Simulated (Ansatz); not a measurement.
# C3H4AlF: single point in a Gaussian basis, by script

The task is a single point in a Gaussian basis, for C3H4AlF. SMILES: FC[C]1=[CH][AlH]1.

All numbers are computed with Ansatz 0.2.0, driven from Python. Level of theory: CAM-B3LYP/cc-pVDZ.

## Step 1: Starting point

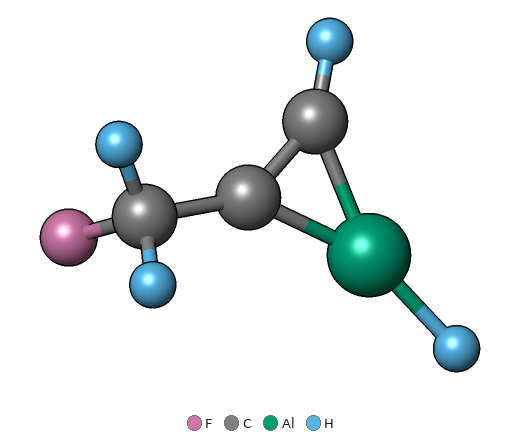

The structure that the script starts from, seen from a chosen angle (fluorine pink, carbon grey, aluminium teal, hydrogen blue).

The script holds or builds the structure itself.

## Step 2: The code

The input, c3h4alf.py:

```python
"""Single point of C3H4AlF in a Gaussian basis."""

import ansatz as az
import numpy as np
import pandas as pd

system = (
    az.Crystal.molecule()
    .atom("F", [0.5496, 0.1966, -2.2036])
    .atom("C", [1.0603, 0.205, -0.955])
    .atom("C", [-0.0212, -0.1064, 0.0375])
    .atom("C", [-0.6429, -1.1078, 0.7657])
    .atom("Al", [-1.2684, 0.5627, 1.1325])
    .atom("H", [1.5132, 1.2116, -0.7248])
    .atom("H", [1.879, -0.57, -0.9181])
    .atom("H", [-0.8319, -2.157, 0.957])
    .atom("H", [-2.1493, 1.7189, 1.8916])
)

model = (
    system.calculation()
    .basis(gaussian="cc-pVDZ")
    .functional("cam_b3lyp")
    .forces()
)
out = model.run()
report = out.report

for key in ("converged", "free_energy_ev", "reference_energy_ev", "n_frozen", "n_occupied", "n_virtual"):
    print(f"{key:22s} {report[key]}")

field = report["mean_field"]
print("<S^2> =", round(abs(field["state"]["spin_squared"]), 4), " all-electron relativity setting:", field["relativity"])
print("passes:", field["passes"])
if "symmetry" in field:
    print("occupied orbitals by irrep:", field["symmetry"]["occupied"])

symbols = [site.symbol for site in system.cartesian_sites]
print("forces (eV/A)")
for symbol, f in zip(symbols, report["forces_ev_ang"]):
    print(f"  {symbol:2s} {f[0]:9.4f} {f[1]:9.4f} {f[2]:9.4f}")

charges = report["charge_distribution"]
table = pd.DataFrame({"atom": symbols, "mulliken": charges["mulliken_charges_e"], "lowdin": charges["lowdin_charges_e"]})
print(table.round(3).to_string())
print("dipole (e A):", np.round(charges["dipole_moment_e_ang"], 4) + 0.0)
```

## Step 3: Running it

Run with:

```bash
$ python c3h4alf.py
```

The program printed:

```text
converged              True
free_energy_ev         -12484.13728734876
reference_energy_ev    -12484.13728734876
n_frozen               0
n_occupied             [22, 22]
n_virtual              [72, 72]
<S^2> = 0.0  all-electron relativity setting: none
passes: {'evaluations': 16, 'products': 14}
occupied orbitals by irrep: [{'A': 22}, {'A': 22}]
forces (eV/A)
  F    -0.5341    0.2410   -1.2844
  C     1.4674   -1.1859    1.1888
  C     0.7809   -0.3331   -0.0788
  C    -0.3122    0.4727   -0.3931
  Al   -2.1662    2.3457    1.8066
  H    -0.4059   -0.7086   -0.2178
  H    -0.3228    0.4963   -0.0117
  H     1.0562   -0.6935   -0.6042
  H     0.4366   -0.6346   -0.4053
  atom  mulliken  lowdin
0    F    -0.213   0.156
1    C     0.255  -0.102
2    C    -0.069  -0.060
3    C    -0.141   0.053
4   Al     0.251  -0.004
5    H     0.025   0.007
6    H     0.007  -0.003
7    H    -0.024   0.014
8    H    -0.091  -0.061
dipole (e A): [0.013  0.0379 0.3207]
```

Run time: 5.4 s. Hardware: 1 thread of Arm Neoverse V1, shared host; peak memory 0.31 GiB.

## Step 4: What the engine kept of the run

From the engine's report, whether the script printed it or not:

```
             item         value
SCF cycles in all            19
         orbitals            94
total energy (eV)  -12484.13729
```

## Step 5: The same input on the command line

The engine's input of that run, saved to a file, gives the whole log.

The input, input.yaml:

```yaml
crystal:
  periodic: [false, false, false]
  atoms:
    - { symbol: F, position_ang: [0.5496, 0.1966, -2.2036] }
    - { symbol: C, position_ang: [1.0603, 0.205, -0.955] }
    - { symbol: C, position_ang: [-0.0212, -0.1064, 0.0375] }
    - { symbol: C, position_ang: [-0.6429, -1.1078, 0.7657] }
    - { symbol: Al, position_ang: [-1.2684, 0.5627, 1.1325] }
    - { symbol: H, position_ang: [1.5132, 1.2116, -0.7248] }
    - { symbol: H, position_ang: [1.879, -0.57, -0.9181] }
    - { symbol: H, position_ang: [-0.8319, -2.157, 0.957] }
    - { symbol: H, position_ang: [-2.1493, 1.7189, 1.8916] }
basis:
  gaussian: { orbitals: cc-pVDZ }
hamiltonian:
  xc: cam_b3lyp
output:
  forces: true
```

Run with:

```bash
$ ansatz run input.yaml --threads 1 --pin off --max-ram 4096MiB --backend cpu --events-out ev --progress --plain --runs-dir out
```

The program printed, shortened:

```text
Warning: RAYON_NUM_THREADS=1 ignored (pool sized by the plan → 1); use --threads N
[...]
Functional definition: CAM-B3LYP
[...]
876 factors; integrals over basis functions are off by at most 1.1e-3 eV
327 factors; integrals over basis functions are off by at most 1.3e-5 eV
[...]
mean field -12484.13716975 eV, -458.7835789364 hartree, gradient 2.9e-5 eV, S^2 0.000000; 0 other end points of the search recorded, 0 dependent functions left out
[...]
reference -12484.13728735 eV, -458.7835832579 hartree; 22, 22 occupied and 72, 72 virtual orbitals, 876 factors
Total energy: -12484.13728735 eV, -458.7835832579 hartree
Atom 0 at     0.549600     0.196600    -2.203600 Å, force    -0.534056     0.241020    -1.284399 eV/Å
Atom 1 at     1.060300     0.205000    -0.955000 Å, force     1.467399    -1.185854     1.188766 eV/Å
Atom 2 at    -0.021200    -0.106400     0.037500 Å, force     0.780915    -0.333098    -0.078849 eV/Å
Atom 3 at    -0.642900    -1.107800     0.765700 Å, force    -0.312156     0.472714    -0.393113 eV/Å
Atom 4 at    -1.268400     0.562700     1.132500 Å, force    -2.166179     2.345654     1.806566 eV/Å
Atom 5 at     1.513200     1.211600    -0.724800 Å, force    -0.405873    -0.708622    -0.217758 eV/Å
Atom 6 at     1.879000    -0.570000    -0.918100 Å, force    -0.322786     0.496286    -0.011725 eV/Å
Atom 7 at    -0.831900    -2.157000     0.957000 Å, force     1.056179    -0.693539    -0.604236 eV/Å
Atom 8 at    -2.149300     1.718900     1.891600 Å, force     0.436557    -0.634561    -0.405253 eV/Å
Dipole moment:     0.013035     0.037917     0.320741 e Å
```

Wall time 4.8 s (1 thread of Arm Neoverse V1, shared host); peak memory 0.19 GiB.

Script and command line differ by 0.000 meV in the energy.

## Step 6: Outcome

```
     quantity           value
 total energy  -12484.1373 eV
largest force      3.669 eV/Å
dipole moment          1.55 D
```

What this shows: Forces reach 3.67 eV/Å, so the atoms aren't at rest. Caveats:
- The geometry is a force-field or estimated start, not a minimum of this method, and the basis set is short of its limit.
- The Löwdin charges here are taken after orthogonalising the functions within each atom; they differ from plain Löwdin charges, and their signs can be unphysical.
